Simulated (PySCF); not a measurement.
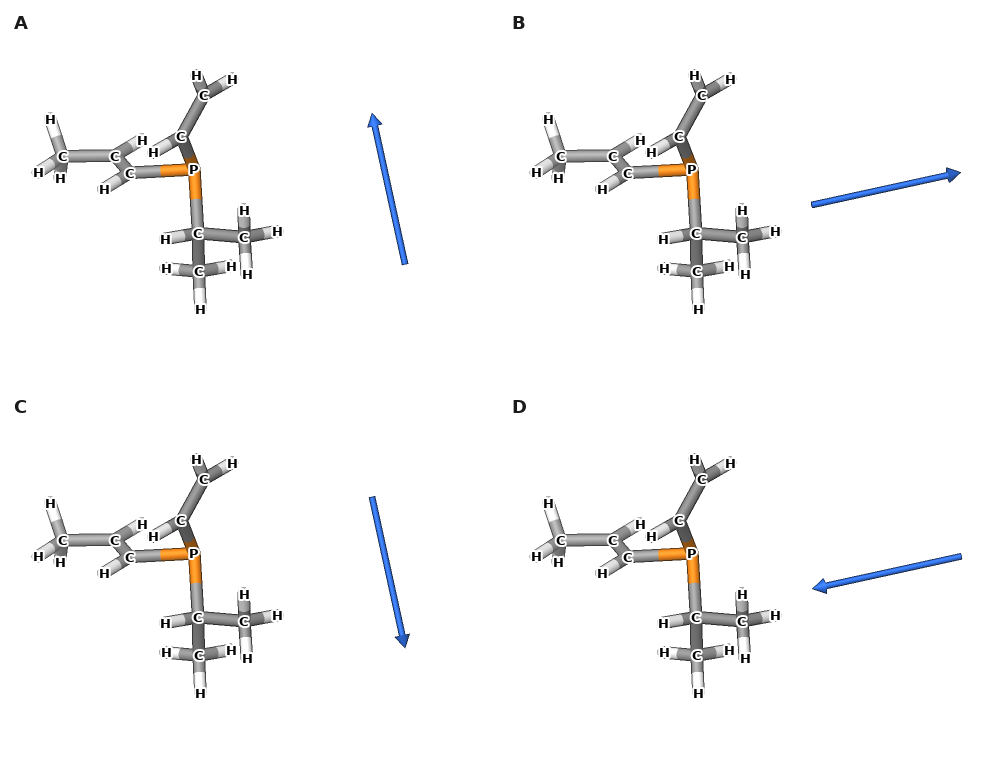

The same molecule four times, each with an arrow. The geometry was computed by an optimisation with GFN2-xTB. No frequency run is at hand to confirm it as a minimum. Properties computed with PBE0/pcSseg-1, gas phase (PySCF 2.14.0).

Question: Which arrow points along the dipole moment, from the negative to the positive end?

Answer: D. The dipole moment is 1.23 D.

The geometry is semi-empirical. Around P such bond lengths and angles can be off by a tenth of an ångström or more and by several degrees, and values that hang on the shape move with them.
